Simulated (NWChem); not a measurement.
**Energy and gradient calculation of CuHS (part 1 of 2)**

- system: CuHS, SMILES [SH][Cu]
- method: HF/pcseg-1, RHF (NWChem 7.3.0)

The geometry comes from this level: PBE0-D4/def2-TZVP.

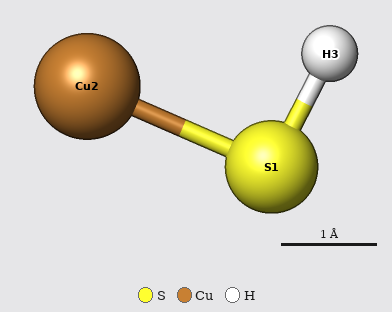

*The input geometry (ball-and-stick view, seen on its broad side; atoms are numbered from 1 in the order of the input). Sticks mark near contacts.*

Bond lengths as drawn: Cu–S 2.12 Å and H–S 1.35 Å.

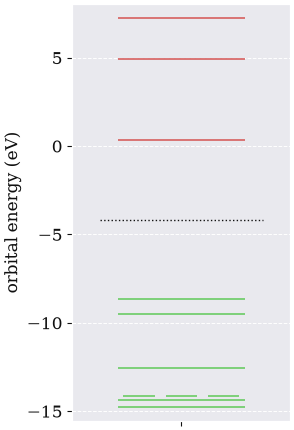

*Orbital energies near the frontier; the dotted line parts filled from empty levels, and levels within 0.02 eV of each other stand side by side.*

Highest filled −8.68 eV, lowest empty 0.35 eV, 9.03 eV apart.

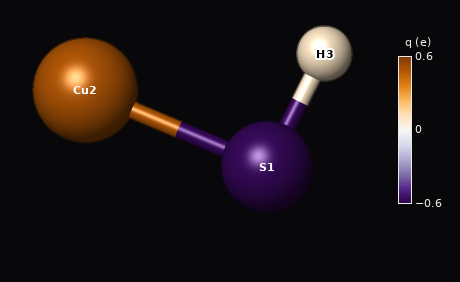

*Mulliken charges, as the colour of each atom (ball-and-stick view, seen on its broad side; atoms are numbered from 1 in the order of the input).*

By element: S −0.57, Cu +0.49 and H +0.09 e.

The input that produced these results follows, with the program's output.

## Input
```
start mol
title "CuHS"
memory total 2200 mb
geometry noautosym nocenter noautoz
  S       -0.511900       0.570500      -0.230300
  Cu       1.309500       0.076500       0.729600
  H       -0.808400      -0.711800      -0.512600
end
basis spherical bse
  S library pcseg-1
  Cu library pcseg-1
  H library pcseg-1
end
scf
  singlet
  rhf
  thresh 1e-08
  maxiter 80
end
task scf gradient
```

Launch command:
```bash
nwchem mol.nw > mol.out
```

## Log
```
Northwest Computational Chemistry Package (NWChem) 7.3.0
             --------------------------------------------------------

           Job information
           ---------------

    nwchem branch   = 7.3.0
    use scalapack   = T
    input           = mol.nw
    prefix          = mol.
    data base       = ./mol.db
    status          = startup
    nproc           =        1

           Memory information
           ------------------

    heap     =     72089596 doubles =      550.0 Mbytes
    stack    =     72089601 doubles =      550.0 Mbytes
    global   =    144179200 doubles =     1100.0 Mbytes (distinct from heap & stack)
    total    =    288358397 doubles =     2200.0 Mbytes
    verify   = yes
    hardfail = no

           Directory information
           ---------------------

  0 permanent = .
  0 scratch   = .

                                NWChem Input Module
                                -------------------

                                       CuHS
                                       ----

 Scaling coordinates for geometry "geometry" by  1.889725989
 (inverse scale =  0.529177249)

                             Geometry "geometry" -> ""
                             -------------------------

 Output coordinates in angstroms (scale by  1.889725989 to convert to a.u.)

  No.       Tag          Charge          X              Y              Z
 ---- ---------------- ---------- -------------- -------------- --------------
    1 S                   16.0000    -0.51190000     0.57050000    -0.23030000
    2 Cu                  29.0000     1.30950000     0.07650000     0.72960000
    3 H                    1.0000    -0.80840000    -0.71180000    -0.51260000

      Atomic Mass
      -----------

      S                 31.972070
      Cu                62.929800
      H                  1.007825

 Effective nuclear repulsion energy (a.u.)     128.2088836527

            Nuclear Dipole moment (a.u.)
            ----------------------------
        X                 Y               Z
 ---------------- ---------------- ----------------
    54.7580230533    20.0966689708    32.0516424923

            XYZ format geometry
            -------------------
     3
 geometry
 S                    -0.51190000     0.57050000    -0.23030000
 Cu                    1.30950000     0.07650000     0.72960000
 H                    -0.80840000    -0.71180000    -0.51260000

 ==============================================================================
                                internuclear distances
 ------------------------------------------------------------------------------
       center one      |      center two      | atomic units |  angstroms
 ------------------------------------------------------------------------------
    2 Cu               |   1 S                |     4.00111  |     2.11730
    3 H                |   1 S                |     2.54370  |     1.34607
 ------------------------------------------------------------------------------
                         number of included internuclear distances:          2
 ==============================================================================

 ==============================================================================
                                 internuclear angles
 ------------------------------------------------------------------------------
        center 1       |       center 2       |       center 3       |  degrees
 ------------------------------------------------------------------------------
    2 Cu               |   1 S                |   3 H                |    93.57
 ------------------------------------------------------------------------------
                            number of included internuclear angles:          1
 ==============================================================================

                      Basis "ao basis" -> "" (spherical)
                      -----
  [basis functions not shown]

 Summary of "ao basis" -> "" (spherical)
 ------------------------------------------------------------------------------
       Tag                 Description            Shells   Functions and Types
 ---------------- ------------------------------  ------  ---------------------
 S                          pcseg-1                  8       18   4s3p1d
 Cu                         pcseg-1                 11       31   5s3p2d1f
 H                          pcseg-1                  3        5   2s1p

                                 NWChem SCF Module
                                 -----------------

                                       CuHS

  ao basis        = "ao basis"
  functions       =    54
  atoms           =     3
  closed shells   =    23
  open shells     =     0
  charge          =   0.00
  wavefunction    = RHF
  input vectors   = atomic
  output vectors  = ./mol.movecs
  use symmetry    = F
  symmetry adapt  = F

 Summary of "ao basis" -> "ao basis" (spherical)
 ------------------------------------------------------------------------------
       Tag                 Description            Shells   Functions and Types
 ---------------- ------------------------------  ------  ---------------------
 S                          pcseg-1                  8       18   4s3p1d
 Cu                         pcseg-1                 11       31   5s3p2d1f
 H                          pcseg-1                  3        5   2s1p

 Forming initial guess at       0.0s

      Superposition of Atomic Density Guess
      -------------------------------------

 Sum of atomic energies:       -2036.64798222

      Non-variational initial energy
      ------------------------------

 Total energy =   -2036.583699
 1-e energy   =   -3089.683497
 2-e energy   =     924.890914
 HOMO         =      -0.333039
 LUMO         =      -0.141119

 Starting SCF solution at       0.6s

 ----------------------------------------------
         Quadratically convergent ROHF

 Convergence threshold     :          1.000E-08
 Maximum no. of iterations :           80
 Final Fock-matrix accuracy:          1.000E-10
 ----------------------------------------------

              iter       energy          gnorm     gmax       time
             ----- ------------------- --------- --------- --------
                 1    -2036.6930915041  1.53D+00  5.76D-01      1.3
                 2    -2036.7935157809  3.98D-01  1.09D-01      2.0
                 3    -2036.8090612604  1.84D-01  5.33D-02      3.4
                 4    -2036.8118009465  7.73D-03  3.16D-03      5.9
                 5    -2036.8118147561  4.68D-05  1.31D-05     10.6
                 6    -2036.8118147564  2.85D-09  1.12D-09     17.9

       Final RHF  results
       ------------------

         Total SCF energy =  -2036.811814756391
      One-electron energy =  -3097.812449196106
      Two-electron energy =    932.791750787003
 Nuclear repulsion energy =    128.208883652712

        Time for solution =     17.3s

             Final eigenvalues
             -----------------

              1
    1 -328.6340
    2  -91.8603
    3  -40.7096
    4  -35.5380
    5  -35.5374
    6  -35.5357
    7   -8.8798
    8   -6.5730
    9   -6.5715
   10   -6.5699
   11   -5.0163
   12   -3.3515
   13   -3.3471
   14   -3.3462
   15   -0.8878
   16   -0.5421
   17   -0.5281
   18   -0.5191
   19   -0.5190
   20   -0.5187
   21   -0.4610
   22   -0.3496
   23   -0.3189
   24    0.0128
   25    0.1814
   26    0.2666
   27    0.2846
   28    0.3078
   29    0.3795
   30    0.4708
   31    0.5098
   32    0.5373
   33    0.6804

                       ROHF Final Molecular Orbital Analysis
                       -------------------------------------

 Vector   14  Occ=2.000000D+00  E=-3.346198D+00
              MO Center=  1.3D+00,  7.6D-02,  7.3D-01, r^2= 1.9D-01
   Bfn.  Coefficient  Atom+Function         Bfn.  Coefficient  Atom+Function
  ----- ------------  ---------------      ----- ------------  ---------------
    29      0.937601  2 Cu pz                27     -0.517647  2 Cu px
    26     -0.361610  2 Cu pz                24      0.199644  2 Cu px

 Vector   15  Occ=2.000000D+00  E=-8.877736D-01
              MO Center= -4.8D-01,  2.8D-01, -2.4D-01, r^2= 1.1D+00
   Bfn.  Coefficient  Atom+Function         Bfn.  Coefficient  Atom+Function
  ----- ------------  ---------------      ----- ------------  ---------------
     3      0.640100  1 S  s                  2     -0.471471  1 S  s
     4      0.345180  1 S  s                 50      0.208652  3 H  s
```
